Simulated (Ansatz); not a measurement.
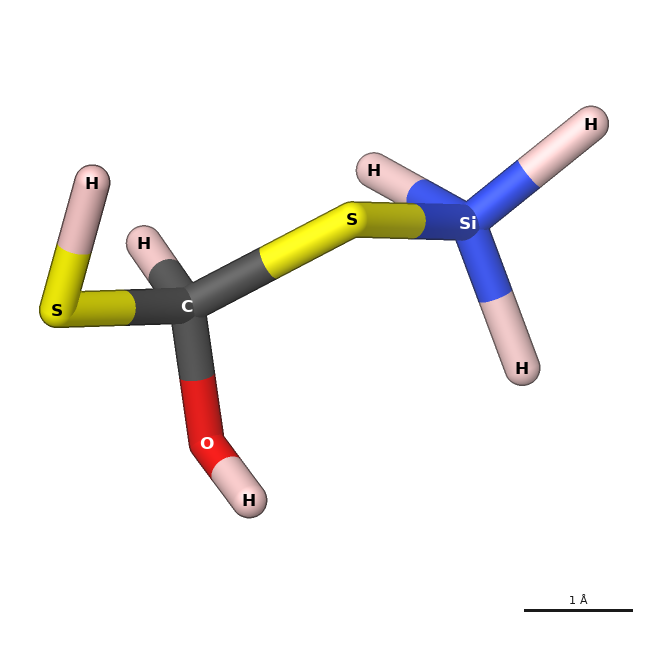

The computed structure is the end point of a PBE0-D4/def2-TZVP optimisation. No frequency run is at hand to confirm it as a minimum.

Identify the structure.

Formula CH6OS2Si. As SMILES it reads `O[C@@H](S)S[SiH3]`. It has no ring. Among its groups: alcohol, thiol, Si–H bond. This geometry has C1 symmetry. Coordination: 1 O bent; 1 C tetrahedral; 2 S bent; 1 Si tetrahedral.

More results for the same structure follow; atom numbers are the same in all pictures, views and colours differ.

## Shape

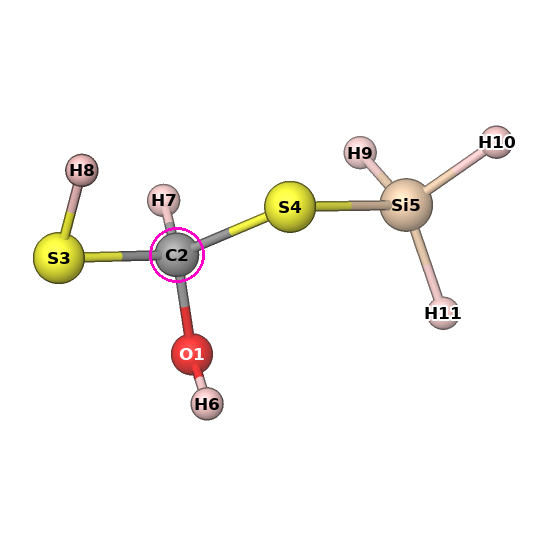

Depth is shown by fading: the farther an atom, the more it takes the colour of the background. Circles mark the stereogenic atoms. No frequency run is at hand to confirm it as a minimum.

Question: Give the R/S and E/Z labels.

Answer: C2: S (priorities S4 > S3 > O1 > H7).

## Levels of theory compared

No frequency run is at hand to confirm it as a minimum. Program: Ansatz 0.2.0.

Compare HOMO energy (eV), HOMO–LUMO gap (eV) at these levels: B3LYP-D4/def2-TZVPP; PBE-D4/def2-TZVPP; PBE0-D4/def2-TZVPP; r2SCAN-D4/def2-TZVPP; ωB97M-V/def2-TZVPP; ωB97X-V/def2-TZVPP.

| level | HOMO energy (eV) | HOMO–LUMO gap (eV) |
| --- | --- | --- |
| B3LYP-D4/def2-TZVPP | −7.07 | 6.27 |
| PBE-D4/def2-TZVPP | −6.07 | 4.53 |
| PBE0-D4/def2-TZVPP | −7.31 | 6.73 |
| r2SCAN-D4/def2-TZVPP | −6.34 | 5.01 |
| ωB97M-V/def2-TZVPP | −9.52 | 10.89 |
| ωB97X-V/def2-TZVPP | −9.69 | 11.27 |

## Charges

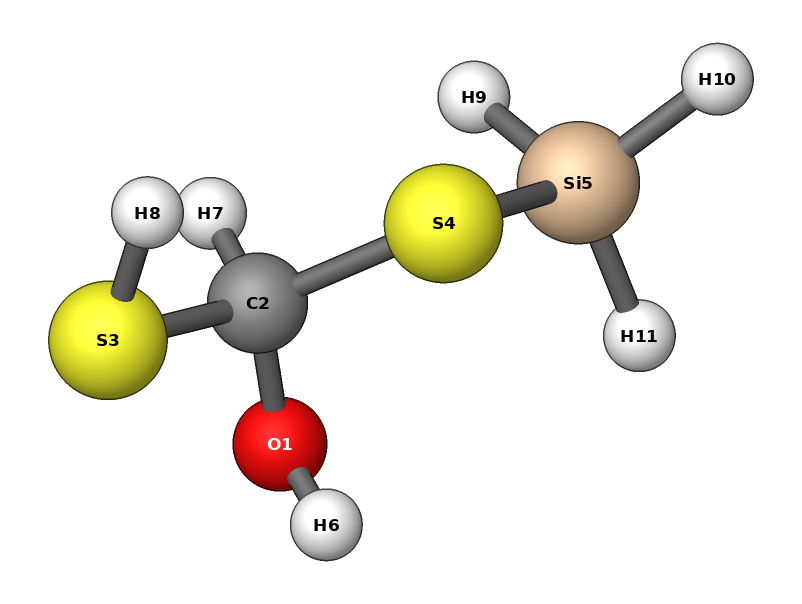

The questions are on Mulliken charges. No frequency run is at hand to confirm it as a minimum. Method: RKS B3LYP-D4/def2-TZVPP (Ansatz 0.2.0).

Question: Which atom carries the highest charge (most positive or least negative)?

Answer: Si5 (0.29 e).

Question: And the lowest?

Answer: O1 (−0.31 e).

Give the Mulliken charges atom by atom.

| atom | value (e) |
| --- | --- |
| O1 | −0.31 |
| C2 | 0.12 |
| S3 | −0.16 |
| S4 | −0.23 |
| Si5 | 0.29 |
| H6 | 0.19 |
| H7 | 0.14 |
| H8 | 0.10 |
| H9 | −0.06 |
| H10 | −0.05 |
| H11 | −0.05 |

## Dipole moment

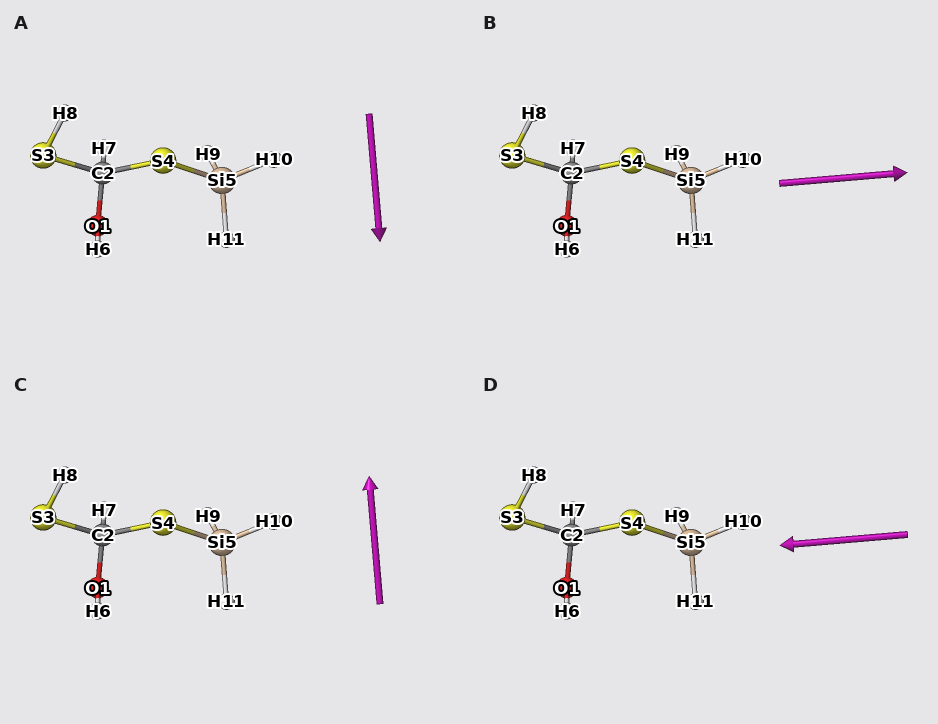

The same molecule four times, each with an arrow. No frequency run is at hand to confirm it as a minimum. Level of theory: RKS ωB97M-V/def2-TZVPP (Ansatz 0.2.0).

Question: Which arrow points along the dipole moment, from the negative to the positive end?

Answer: B. The dipole moment is 0.82 D; it points from the side of S3 to the side of H10 (the outermost atoms at the two ends).

Mulliken values depend strongly on the basis set and can even reverse the polarity of a bond.
